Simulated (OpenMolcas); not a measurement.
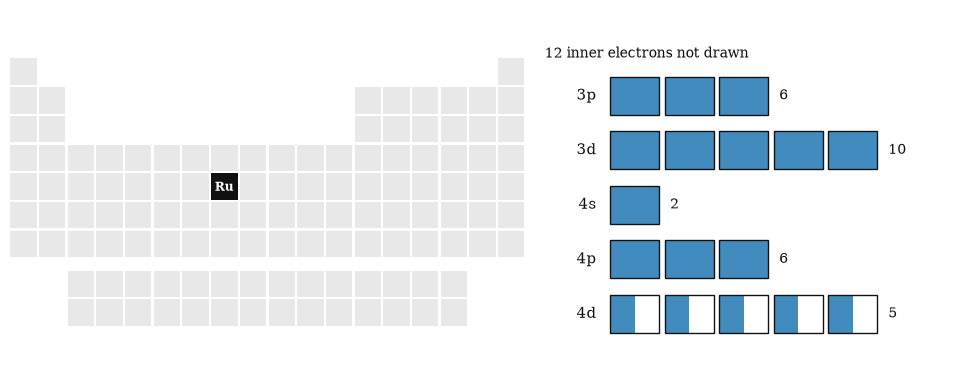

Left, the place of ruthenium in the periodic table; right, the outer shells of the leading configuration of the lowest level: a box for each of the 2l + 1 orbitals, shaded by the share of the shell that is filled, with the electron count at the right.

# Run report: Ru³⁺ complex, multiconfigurational calculation (part 1 of 2)

- system: Ru³⁺ with 4 ligands (O; tetrahedron, 1.83 Å), neutralised by 4 outer point charges of +1.2 e, whose field is part of the energies.
- method: state-averaged CASSCF, active space 5 electrons in the shell 4d, basis ANO-RCC-VDZP on the metal and ANO-RCC-VDZP on the ligands, DKH2 scalar Hamiltonian, spin-orbit coupling by RASSI with atomic mean-field integrals (OpenMolcas)

Input file:
```
&GATEWAY
Coord
5

Ru 0.0 0.0 0.0
O 1.056551 1.056551 1.056551
O 1.056551 -1.056551 -1.056551
O -1.056551 1.056551 -1.056551
O -1.056551 -1.056551 1.056551
Basis=Ru.ANO-RCC-VDZP,O.ANO-RCC-VDZP
Group=NoSym
NoMove
AngMom=0.0 0.0 0.0
AMFI
RICD
XField
4 Angstrom 0
2.557662 2.557662 2.557662 1.250000
2.557662 -2.557662 -2.557662 1.250000
-2.557662 2.557662 -2.557662 1.250000
-2.557662 -2.557662 2.557662 1.250000
&SEWARD
&RASSCF
FileOrb=start.orb
Symmetry=1
Spin=6
nActEl=5 0 0
Inactive=38
Ras2=5
CIRoot=1 1 1
SDav=1
CIMx=300
Iter=150 100
PrWF=0.3
OrbListing=Nothing
MaxOrb=0
LevShft=1.0
>>> COPY $Project.JobIph JOB001
&RASSCF
FileOrb=start.orb
Symmetry=1
Spin=4
nActEl=5 0 0
Inactive=38
Ras2=5
CIRoot=24 24 1
SDav=24
CIMx=300
Iter=150 100
PrWF=0.3
OrbListing=Nothing
MaxOrb=0
LevShft=1.0
>>> COPY $Project.JobIph JOB002
&RASSCF
FileOrb=start.orb
Symmetry=1
Spin=2
nActEl=5 0 0
Inactive=38
Ras2=5
CIRoot=75 75 1
SDav=75
CIMx=300
Iter=150 100
PrWF=0.3
OrbListing=Nothing
MaxOrb=0
LevShft=1.0
>>> COPY $Project.JobIph JOB003
&RASSI
NrOfJobIphs=3 1 24 75
1
1 2 3 4 5 6 7 8 9 10 11 12 13 14 15 16 17 18 19 20 21 22 23 24
1 2 3 4 5 6 7 8 9 10 11 12 13 14 15 16 17 18 19 20 21 22 23 24 25 26 27
28 29 30 31 32 33 34 35 36 37 38 39 40 41 42 43 44 45 46 47 48 49 50 51
52 53 54 55 56 57 58 59 60 61 62 63 64 65 66 67 68 69 70 71 72 73 74 75
IphNames
JOB001
JOB002
JOB003
EJob
SpinOrbit
DIPRint=1.0
SOCoupling=1000.0
Subsets=2
Property=9
'ANGMOM' 1 'ANGMOM' 2 'ANGMOM' 3 'MLTPL  1' 1 'MLTPL  1' 2 'MLTPL  1' 3
'AMFI' 1 'AMFI' 2 'AMFI' 3
SOProperty=3
'ANGMOM' 1 'ANGMOM' 2 'ANGMOM' 3
```

The file start.orb holds starting orbitals from an earlier step. A driver script formed the levels outside the program, from RASSI's spin-orbit matrix and the active-space energies, averaged over the components of each term or state.

Hardware: 1 thread of Arm Neoverse V2, 24 GiB of memory available, shared host.

Command:
```bash
OMP_NUM_THREADS=1 MOLCAS_MEM=2457 MOLCAS_PROJECT=a pymolcas a.inp > a.log  # once for each step of the input, in one work folder
```

Output (extracts):
```
--- SEWARD ---
Basis set label: RU.ANO-RCC...6S5P3D1F.

      Electronic valence basis set:
      ------------------
      Associated Effective Charge  44.000000 au
      Associated Actual Charge     44.000000 au
      Nuclear Model: Point charge

      Shell  nPrim  nBasis  Cartesian Spherical Contaminant
         s      21       6        X
         p      18       5        X
         d      13       3                 X
         f       6       1                 X
                  Relativistic Douglas-Kroll-Hess integrals:
                    - DKH order of Hamiltonian: 2
                    - DKH order of Properties : 0
                  Atomic mean-field integrals
--- RASSCF ---
Wave function specifications:
      -----------------------------

      Number of closed shell electrons          76
      Number of electrons in active shells       5
      Max number of holes in RAS1 space          0
      Max nr of electrons in RAS3 space          0
      Number of inactive orbitals               38
      Number of active orbitals                  5
      Number of secondary orbitals              56
      Spin quantum number                      2.5
      State symmetry                             1
Orbital specifications:
      -----------------------

      Symmetry species                           1
                                                 a
      Frozen orbitals                            0
      Inactive orbitals                         38
      Active orbitals                            5
      RAS1 orbitals                              0
      RAS2 orbitals                              5
      RAS3 orbitals                              0
      Secondary orbitals                        56
      Deleted orbitals                           0
      Number of basis functions                 99
      Number of CSFs                             1
      Number of root(s) required                 1
      Iter CI   SX   CI       RASSCF       Energy    max ROT     max BLB   max BLB  Level Ln srch  Step   QN
          iter iter root      energy       change     param      element    value   shift minimum  type update
 Nr of preliminary CI iterations:   1
      Total energies have been shifted. Add                -4000.00 au
        1   1   10    1  -826.15498388    0.00E+00  -8.08E-02   21  65 1 -5.26E-01*  1.18   0.00    SX    NO
        2   1   11    1  -827.85313081   -1.70E+00* -5.02E-02   23  67 1 -2.18E-01*  0.83   0.00    SX    NO
        3   1   12    1  -828.25923760   -4.06E-01* -2.25E-02   35  91 1  8.25E-02*  0.72   0.00    SX    NO
        4   1   11    1  -828.32180287   -6.26E-02* -1.17E-02   20  64 1  4.02E-02*  0.73   0.00    SX    NO
        5   1   11    1  -828.34220139   -2.04E-02* -1.42E-02   20  64 1  1.58E-02*  0.73   2.50    LS   YES
        6   1   10    1  -828.35419962   -1.20E-02*  8.72E-03   35  91 1 -1.36E-02*  0.73   1.37    QN   YES
        7   1   10    1  -828.35791932   -3.72E-03*  6.69E-03   35  91 1 -1.07E-02*  0.72   1.84    LS   YES
        8   1   10    1  -828.35888493   -9.66E-04*  4.59E-03   20  64 1 -8.52E-03*  0.72   1.09    QN   YES
        9   1   10    1  -828.35998001   -1.10E-03*  4.25E-03   20  64 1 -2.66E-03*  0.72   1.96    LS   YES
       10   1   10    1  -828.36032638   -3.46E-04* -1.96E-03   40  56 1  3.54E-03*  0.72   1.04    QN   YES
       11   1    9    1  -828.36049885   -1.72E-04* -1.77E-03   35  91 1  2.58E-03*  0.72   1.92    LS   YES
       12   1    9    1  -828.36055024   -5.14E-05* -4.95E-04   20  64 1  2.19E-03*  0.72   1.01    QN   YES
       13   1    8    1  -828.36057956   -2.93E-05*  2.67E-04   17  62 1 -5.52E-04*  0.72   1.20    QN   YES
       14   1    8    1  -828.36058395   -4.39E-06* -2.92E-04   35  91 1 -3.57E-04*  0.72   1.39    QN   YES
       15   1    7    1  -828.36058513   -1.18E-06* -2.02E-04   42  53 1  1.08E-04*  0.72   1.31    QN   YES
       16   1    7    1  -828.36058540   -2.65E-07* -1.16E-04   39  54 1  4.98E-05   0.72   1.45    QN   YES
       17   1    6    1  -828.36058547   -7.47E-08* -2.29E-05   35  91 1  3.91E-05   0.72   1.28    QN   YES
       18   1    5    1  -828.36058548   -1.01E-08*  3.78E-06   20  64 1  9.29E-06   0.72   1.23    QN   YES
       19   1    5    1  -828.36058548   -9.07E-10  -2.62E-06   17  62 1 -1.87E-06   0.72   2.50    QN   YES
      Convergence after 19 iterations
       20   1    5    1  -828.36058549   -2.06E-10  -2.62E-06   35  91 1 -1.61E-06   0.72   2.50    QN   YES
      Natural orbitals and occupation numbers for root  1
      sym 1:   1.000000   1.000000   1.000000   1.000000   1.000000
::    RASSCF root number  1 Total energy:  -4828.36058549
--- RASSCF ---
Wave function specifications:
      -----------------------------

      Number of closed shell electrons          76
      Number of electrons in active shells       5
      Max number of holes in RAS1 space          0
      Max nr of electrons in RAS3 space          0
      Number of inactive orbitals               38
      Number of active orbitals                  5
      Number of secondary orbitals              56
      Spin quantum number                      1.5
      State symmetry                             1
Orbital specifications:
      -----------------------

      Symmetry species                           1
                                                 a
      Frozen orbitals                            0
      Inactive orbitals                         38
      Active orbitals                            5
      RAS1 orbitals                              0
      RAS2 orbitals                              5
      RAS3 orbitals                              0
      Secondary orbitals                        56
      Deleted orbitals                           0
      Number of basis functions                 99
      Number of CSFs                            24
      Number of root(s) required                24
      Iter CI   SX   CI       RASSCF       Energy    max ROT     max BLB   max BLB  Level Ln srch  Step   QN
          iter iter root      energy       change     param      element    value   shift minimum  type update
 Nr of preliminary CI iterations:   1
      Total energies have been shifted. Add                -4000.00 au
        1   1   11    0  -828.23820174    0.00E+00  -1.08E-02   41  57 1 -1.48E-02*  0.69   0.00    SX    NO
        2   1   10    0  -828.24025444   -2.05E-03*  6.89E-03   31  43 1 -7.69E-03*  0.69   0.00    SX    NO
        3   1   10    0  -828.24098392   -7.29E-04*  4.21E-03   32  41 1 -4.71E-03*  0.69   0.00    SX    NO
        4   1   10    0  -828.24126643   -2.83E-04*  2.70E-03   32  41 1 -3.03E-03*  0.69   0.00    SX    NO
        5   1    9    0  -828.24138066   -1.14E-04*  3.96E-03   32  41 1 -1.92E-03*  0.69   2.50    LS   YES
        6   1    9    0  -828.24145819   -7.75E-05*  8.69E-04   34  52 1  4.26E-04*  0.69   1.23    QN   YES
        7   1    8    0  -828.24146309   -4.90E-06*  2.42E-04   41  57 1  2.42E-04*  0.69   1.25    QN   YES
        8   1    8    0  -828.24146428   -1.19E-06*  1.90E-04   30  60 1 -1.62E-04*  0.69   1.79    LS   YES
        9   1    8    0  -828.24146457   -2.90E-07* -1.84E-04   30  60 1 -1.69E-04*  0.69   1.01    QN   YES
       10   1    8    0  -828.24146493   -3.60E-07* -1.21E-04   30  60 1 -1.46E-04*  0.69   1.66    LS   YES
       11   1    7    0  -828.24146500   -6.71E-08* -6.32E-05   30  60 1 -1.31E-04*  0.69   1.00    QN   YES
       12   1    6    0  -828.24146505   -5.47E-08* -5.99E-05   30  60 1 -6.14E-05   0.69   1.40    QN   YES
       13   1    6    0  -828.24146507   -1.96E-08* -2.45E-05   30  51 1 -3.22E-05   0.69   1.22    QN   YES
       14   1    5    0  -828.24146507   -2.49E-09   2.12E-05   30  51 1 -2.03E-05   0.69   1.54    QN   YES
      Convergence after 14 iterations
       15   1    5    0  -828.24146507   -1.06E-09   2.12E-05   30  51 1 -8.49E-06   0.69   1.54    QN   YES
      Natural orbitals and occupation numbers for root  1
      sym 1:   0.214890   1.792069   1.180775   0.822581   0.989685
      Natural orbitals and occupation numbers for root  2
      sym 1:   0.998060   1.651738   1.321331   0.351437   0.677434
      Natural orbitals and occupation numbers for root  3
      sym 1:   1.147880   0.179318   1.824892   0.855900   0.992010
::    RASSCF root number  1 Total energy:  -4828.30295838
::    RASSCF root number  2 Total energy:  -4828.30295838
::    RASSCF root number  3 Total energy:  -4828.30295838
::    RASSCF root number  4 Total energy:  -4828.28711109
::    RASSCF root number  5 Total energy:  -4828.28711109
::    RASSCF root number  6 Total energy:  -4828.28711109
::    RASSCF root number  7 Total energy:  -4828.26436906
::    RASSCF root number  8 Total energy:  -4828.26394328
::    RASSCF root number  9 Total energy:  -4828.26394328
::    RASSCF root number 10 Total energy:  -4828.26020920
::    RASSCF root number 11 Total energy:  -4828.26020920
::    RASSCF root number 12 Total energy:  -4828.26020920
::    RASSCF root number 13 Total energy:  -4828.24029526
::    RASSCF root number 14 Total energy:  -4828.24029526
::    RASSCF root number 15 Total energy:  -4828.22578400
::    RASSCF root number 16 Total energy:  -4828.22578400
::    RASSCF root number 17 Total energy:  -4828.22578400
::    RASSCF root number 18 Total energy:  -4828.19714579
::    RASSCF root number 19 Total energy:  -4828.19265219
::    RASSCF root number 20 Total energy:  -4828.19265219
::    RASSCF root number 21 Total energy:  -4828.19265219
::    RASSCF root number 22 Total energy:  -4828.17300843
::    RASSCF root number 23 Total energy:  -4828.17300843
::    RASSCF root number 24 Total energy:  -4828.17300843
--- RASSCF ---
Wave function specifications:
      -----------------------------

      Number of closed shell electrons          76
      Number of electrons in active shells       5
      Max number of holes in RAS1 space          0
      Max nr of electrons in RAS3 space          0
      Number of inactive orbitals               38
      Number of active orbitals                  5
      Number of secondary orbitals              56
      Spin quantum number                      0.5
      State symmetry                             1
Orbital specifications:
      -----------------------

      Symmetry species                           1
                                                 a
      Frozen orbitals                            0
      Inactive orbitals                         38
      Active orbitals                            5
      RAS1 orbitals                              0
      RAS2 orbitals                              5
      RAS3 orbitals                              0
      Secondary orbitals                        56
      Deleted orbitals                           0
      Number of basis functions                 99
      Number of CSFs                            75
      Number of root(s) required                75
      Iter CI   SX   CI       RASSCF       Energy    max ROT     max BLB   max BLB  Level Ln srch  Step   QN
          iter iter root      energy       change     param      element    value   shift minimum  type update
 Nr of preliminary CI iterations:   1
      Total energies have been shifted. Add                -4000.00 au
        1   1   10    0  -828.17195764    0.00E+00  -5.16E-03   41  57 1 -6.52E-03*  0.68   0.00    SX    NO
        2   1   10    0  -828.17268491   -7.27E-04*  3.29E-03   31  41 1 -3.70E-03*  0.69   0.00    SX    NO
        3   1   10    0  -828.17294897   -2.64E-04*  2.08E-03   31  41 1 -2.35E-03*  0.69   0.00    SX    NO
        4   1   10    0  -828.17305386   -1.05E-04*  1.36E-03   31  41 1 -1.54E-03*  0.69   0.00    SX    NO
        5   1    9    0  -828.17309748   -4.36E-05*  2.02E-03   31  41 1 -1.00E-03*  0.69   2.50    LS   YES
        6   1    8    0  -828.17312829   -3.08E-05*  5.71E-04   33  54 1  2.62E-04*  0.69   1.27    QN   YES
        7   1    8    0  -828.17313088   -2.60E-06*  2.09E-04   32  51 1 -1.36E-04*  0.69   1.28    QN   YES
        8   1    8    0  -828.17313157   -6.92E-07*  1.71E-04   32  60 1 -1.03E-04*  0.69   1.82    LS   YES
        9   1    7    0  -828.17313175   -1.75E-07* -1.07E-04   32  60 1 -1.12E-04*  0.69   1.00    QN   YES
       10   1    7    0  -828.17313195   -2.00E-07* -7.27E-05   32  60 1 -8.94E-05   0.69   1.68    LS   YES
       11   1    7    0  -828.17313199   -3.90E-08* -3.46E-05   32  60 1 -7.41E-05   0.69   0.99    QN   YES
       12   1    6    0  -828.17313201   -2.16E-08*  3.74E-05   32  60 1 -3.53E-05   0.69   1.51    QN   YES
       13   1    5    0  -828.17313202   -8.80E-09  -1.27E-05   32  51 1 -1.92E-05   0.69   1.14    QN   YES
      Convergence after 13 iterations
       14   1    5    0  -828.17313202   -9.19E-10  -1.27E-05   32  51 1 -1.28E-05   0.69   1.14    QN   YES
      Natural orbitals and occupation numbers for root  1
      sym 1:   1.975259   0.076708   1.915362   0.072890   0.959781
      Natural orbitals and occupation numbers for root  2
      sym 1:   1.915494   0.076559   1.975232   0.959941   0.072774
      Natural orbitals and occupation numbers for root  3
      sym 1:   1.905653   0.948617   1.977561   0.084054   0.084115
::    RASSCF root number  1 Total energy:  -4828.29495437
::    RASSCF root number  2 Total energy:  -4828.29495437
::    RASSCF root number  3 Total energy:  -4828.29495437
::    RASSCF root number  4 Total energy:  -4828.26601144
::    RASSCF root number  5 Total energy:  -4828.25911302
::    RASSCF root number  6 Total energy:  -4828.25911302
::    RASSCF root number  7 Total energy:  -4828.25911302
::    RASSCF root number  8 Total energy:  -4828.25341353
::    RASSCF root number  9 Total energy:  -4828.25341353
::    RASSCF root number 10 Total energy:  -4828.25310686
::    RASSCF root number 11 Total energy:  -4828.25310686
::    RASSCF root number 12 Total energy:  -4828.25310685
::    RASSCF root number 13 Total energy:  -4828.23030093
::    RASSCF root number 14 Total energy:  -4828.23030093
::    RASSCF root number 15 Total energy:  -4828.23030093
::    RASSCF root number 16 Total energy:  -4828.22901101
::    RASSCF root number 17 Total energy:  -4828.22452658
::    RASSCF root number 18 Total energy:  -4828.22452658
::    RASSCF root number 19 Total energy:  -4828.22452658
::    RASSCF root number 20 Total energy:  -4828.22090710
::    RASSCF root number 21 Total energy:  -4828.22090710
::    RASSCF root number 22 Total energy:  -4828.21434818
::    RASSCF root number 23 Total energy:  -4828.21434818
::    RASSCF root number 24 Total energy:  -4828.21434818
::    RASSCF root number 25 Total energy:  -4828.21350876
::    RASSCF root number 26 Total energy:  -4828.19754703
::    RASSCF root number 27 Total energy:  -4828.19754702
::    RASSCF root number 28 Total energy:  -4828.19754702
::    RASSCF root number 29 Total energy:  -4828.19729371
::    RASSCF root number 30 Total energy:  -4828.19729371
```

(Continued in part 2.) Outcome of the run: converged.
